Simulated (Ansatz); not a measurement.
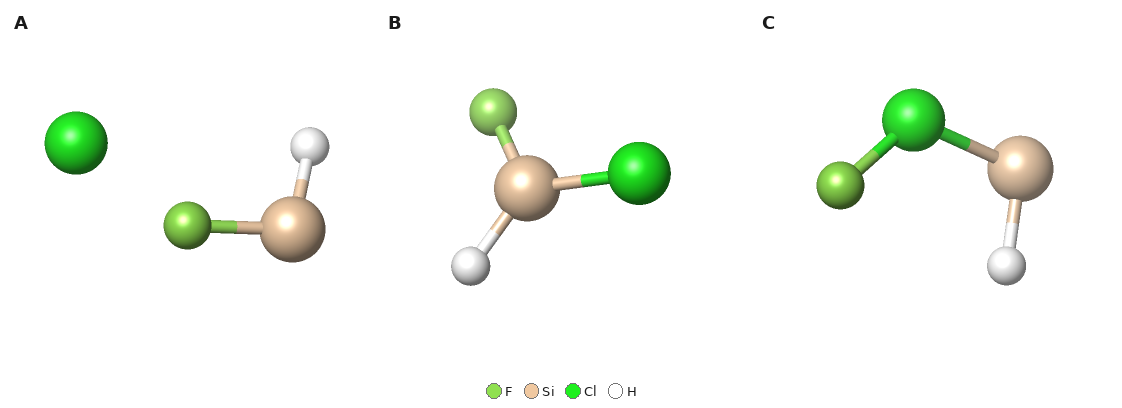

3 stationary structures of one formula. The species has charge +1 and is a spin singlet. Geometries: PBE-D4/def2-SVP. Electronic energies: PBE-D4/def2-SVP (Ansatz 0.2.0), without zero-point energy. No frequency run is at hand to confirm each as a minimum.

Which structure is the most stable?

B is lowest (Cs); A lies 116.6 kcal/mol above it (Cs), C lies 124.3 kcal/mol above it (Cs).
